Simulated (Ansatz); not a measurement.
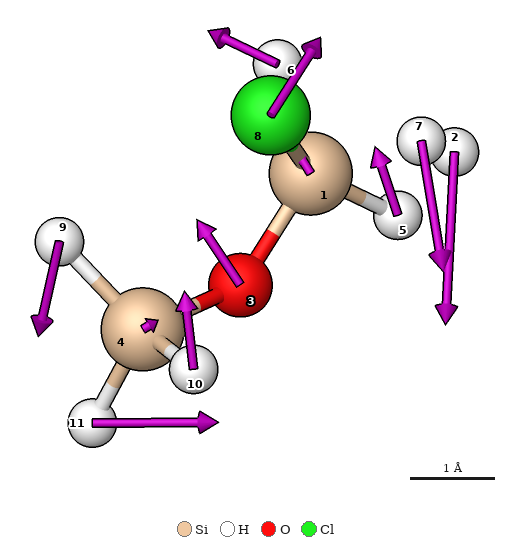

This is a relaxation of Si2H7OCl (started from a transition state, displaced along its imaginary mode). The starting structure is drawn; purple arrows show the displacements, at their true length. The two geometries are superimposed by the best rigid fit.

The picture is a ball-and-stick view, seen from a free direction.

All numbers below come from RKS PBE0-D4/def2-TZVP (Ansatz). (force threshold 0.005 eV/Å; at most 200 steps)

Describe the change and its energy.

After 98 accepted moves (105 points after the start) the energy has fallen by 2.639 eV. Largest force component: 8.4 eV/Å at the start, 0.0046 eV/Å at the end. The line search rejected the trial steps at points 10, 13, 15, 17, 41, 62, 103 of the run. The forces were under the threshold at step 14, but the run went on from there. The largest move after the best rigid fit is that of H2, 2.17 Å. By element the largest moves are H 2.17 Å, Cl 1.29 Å, O 0.96 Å, Si 0.89 Å. Some distances before and after: Si1–H2 1.946 → 3.661 Å, Si1–H7 1.888 → 3.415 Å, Si4–Cl8 3.176 → 3.956 Å, Si1–Cl8 2.392 → 2.054 Å. Bond angles that change, for instance: H5–Si1–Cl8 147.2° → 107.3°, O3–Si1–H6 130.5° → 109.1°, H6–Si1–Cl8 88.6° → 107.6°. Groups turn about O3–Si4 by about 105°. Cost: 9.6 min on 4 threads of AMD EPYC, with other jobs on the host.
